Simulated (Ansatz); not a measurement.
A series of calculations on C₃H₇NO

## 1. Relaxation

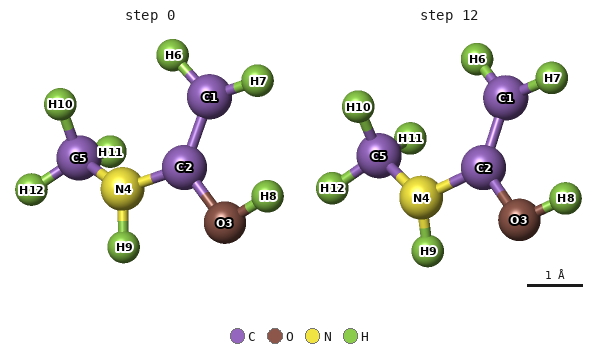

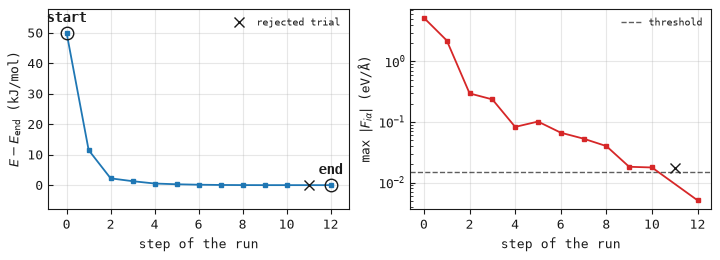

First and last geometry of a relaxation of C₃H₇NO, with the history of the run. A ball-and-stick model, seen at a tilt.

The run prepares an end point of a later path (torsion) calculation, from a guessed geometry.

All numbers below come from RKS PBE-D4/6-31G* (Ansatz).

Input file:
```yaml
crystal:
  periodic: [false, false, false]
  atoms:
    - { symbol: C, position_ang: [1.2335, -0.3742, 0.9459] }
    - { symbol: C, position_ang: [-0.1188, -0.4761, 0.6634] }
    - { symbol: O, position_ang: [-0.9002, -1.4127, 1.3021] }
    - { symbol: "N", position_ang: [-0.7677, 0.2575, -0.2394] }
    - { symbol: C, position_ang: [-0.3151, 0.9609, -1.3895] }
    - { symbol: H, position_ang: [1.7824, 0.4369, 0.4282] }
    - { symbol: H, position_ang: [1.7209, -0.9401, 1.6715] }
    - { symbol: H, position_ang: [-0.2652, -1.8269, 1.972] }
    - { symbol: H, position_ang: [-1.7393, -0.1809, -0.3509] }
    - { symbol: H, position_ang: [0.393, 1.7429, -1.0348] }
    - { symbol: H, position_ang: [0.1704, 0.2872, -2.048] }
    - { symbol: H, position_ang: [-1.117, 1.4702, -1.8864] }
basis:
  gaussian: { orbitals: "6-31G*" }
hamiltonian:
  xc: pbe
  dispersion: d4
relax:
  f_tol: 0.015
  max_steps: 40
```

Run as
```bash
ansatz run input.yaml --threads 1 --pin off --max-ram 2048MiB --backend cpu --events-out ev --progress --plain --runs-dir out
```

Question: Read the history and describe the run.

Answer: It converged. H6 moves most after the best rigid fit: 0.36 Å. Largest moves by element: H 0.36 Å, O 0.21 Å, N 0.16 Å, C 0.13 Å. Some distances before and after: C2–N4 1.332 → 1.387 Å, C5–H11 1.060 → 1.111 Å, C1–H7 1.041 → 1.092 Å, N4–H9 1.072 → 1.021 Å. Bond angles that change, for instance: C2–N4–C5 131.7° → 119.1°, C2–N4–H9 106.7° → 112.2°, O3–C2–N4 114.4° → 109.0°. The energy falls by 49.9 kJ/mol in 11 accepted moves (12 points after the start). The largest force component goes from 5.2 to 0.0051 eV/Å. The line search rejected the trial step at point 11 of the run.

## 2. Relaxation

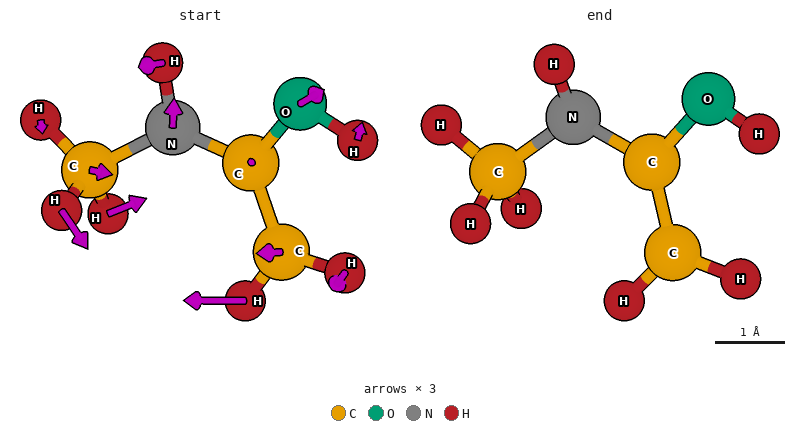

The structure of C3H7NO before (left) and after (right) a relaxation, at one scale. The purple arrows give the displacements, magnified 3 times.

A ball-and-stick model, seen at a tilt.

The run prepares an end point of a later path (torsion) calculation, from a guessed geometry.

Level of theory: RKS PBE-D4/6-31G* in Ansatz 0.2.0.

Input file:
```yaml
crystal:
  periodic: [false, false, false]
  atoms:
    - { symbol: C, position_ang: [1.2335, -0.3742, 0.9459] }
    - { symbol: C, position_ang: [-0.1188, -0.4761, 0.6634] }
    - { symbol: O, position_ang: [-0.70695, 0.3573, -0.2614] }
    - { symbol: "N", position_ang: [-0.96081, -1.32204, 1.25474] }
    - { symbol: C, position_ang: [-0.90766, -1.98734, 2.5105] }
    - { symbol: H, position_ang: [1.7824, 0.4369, 0.4282] }
    - { symbol: H, position_ang: [1.7209, -0.9401, 1.6715] }
    - { symbol: H, position_ang: [0.0756, 0.87832, -0.63517] }
    - { symbol: H, position_ang: [-1.94844, -1.03128, 0.95695] }
    - { symbol: H, position_ang: [-0.01258, -2.64853, 2.49071] }
    - { symbol: H, position_ang: [-0.82675, -1.27095, 3.28732] }
    - { symbol: H, position_ang: [-1.75889, -2.6212, 2.66205] }
basis:
  gaussian: { orbitals: "6-31G*" }
hamiltonian:
  xc: pbe
  dispersion: d4
relax:
  f_tol: 0.015
  max_steps: 40
```

Run as
```bash
ansatz run input.yaml --threads 1 --pin off --max-ram 2048MiB --backend cpu --events-out ev --progress --plain --runs-dir out
```

Question: Summarise the run.

Answer: The atom that moves furthest after the best rigid fit is H7 (0.36 Å). By element the largest moves are H 0.36 Å, O 0.21 Å, N 0.16 Å, C 0.15 Å. Near-neighbour distances that change, for instance: C2–N4 1.332 → 1.387 Å, C5–H11 1.060 → 1.111 Å, N4–H9 1.072 → 1.021 Å, C1–H7 1.041 → 1.089 Å. Among the angles between lasting bonds that change: C2–N4–C5 131.7° → 119.0°, C2–N4–H9 106.7° → 112.2°, O3–C2–N4 114.4° → 109.0°. The energy falls by 0.517 eV in 10 accepted moves (12 points after the start). The largest force component goes from 5 to 0.01 eV/Å. The line search rejected the trial steps at points 8, 10 of the run. Cost: 23 s on 1 thread of Intel(R) Xeon(R) 6975P-C (Granite Rapids) (shared host), peak memory 0.19 GiB.

## 3. Path

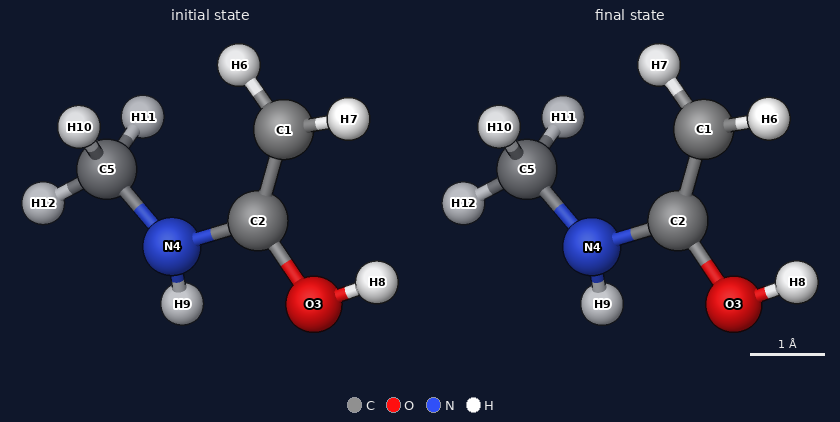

The two relaxed end points of a path for C$_{3}$H$_{7}$NO. A ball-and-stick model, seen at a tilt.

All numbers below come from RKS PBE-D4/6-31G* (Ansatz).

Set-up: 9 movable images; climbing image; force threshold 0.05 eV/Å; iteration limit 60.

Start:
```xyz
12

C     1.2225   -0.3667    0.8104
C    -0.1225   -0.4752    0.6733
O    -0.9219   -1.2736    1.4633
N    -0.9217    0.2093   -0.2300
C    -0.2931    0.9841   -1.2823
H     1.8193    0.2386    0.1295
H     1.7391   -0.8461    1.6449
H    -0.3197   -1.8133    2.0129
H    -1.7346   -0.3370   -0.5180
H     0.3045    1.7950   -0.8313
H     0.3807    0.3863   -1.9334
H    -1.0759    1.4435   -1.9052
```

End:
```xyz
12

C     1.2221   -0.3658    0.8104
C    -0.1230   -0.4744    0.6737
O    -0.9213   -1.2746    1.4624
N    -0.9228    0.2110   -0.2288
C    -0.2930    0.9846   -1.2818
H     1.7387   -0.8503    1.6421
H     1.8196    0.2400    0.1306
H    -0.3189   -1.8138    2.0120
H    -1.7344   -0.3368   -0.5183
H     0.3032    1.7966   -0.8311
H     0.3820    0.3860   -1.9307
H    -1.0754    1.4423   -1.9065
```

**Predict the minimum-energy path and its barrier.**

The barrier is about 1.58 eV in both directions, with image 5 at the top; the ends have the same energy. The motion is a rotation about the C1–C2 bond by about 180°. No bond forms or breaks between the ends. Among the angles between lasting bonds that change up to the highest image: C2–O3–H8 106.5° → 95.1°, C2–C1–H6 121.6° → 110.9°. The band is converged.

Energies of the converged images:

```
image  path (Å)  E (eV)
    0      0.00   0.000
    1      0.69   0.034
    2      1.38   0.087
    3      2.07   0.216
    4      2.76   0.898
    5      3.45   1.576
    6      4.08   0.980
    7      4.71   0.292
    8      5.34   0.102
    9      5.97   0.036
   10      6.61   0.000
```

The geometry at the top of the path:

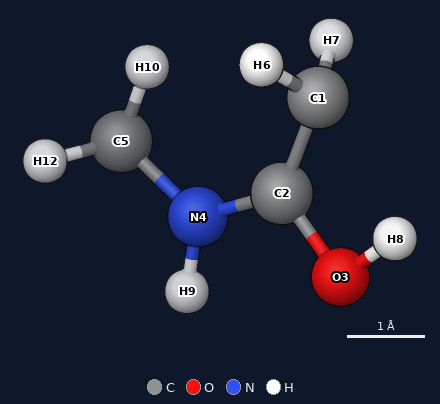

Cost: 4.4 min on 1 thread of Intel(R) Xeon(R) 6975P-C (Granite Rapids), with other jobs on the host, peak memory 0.19 GiB.
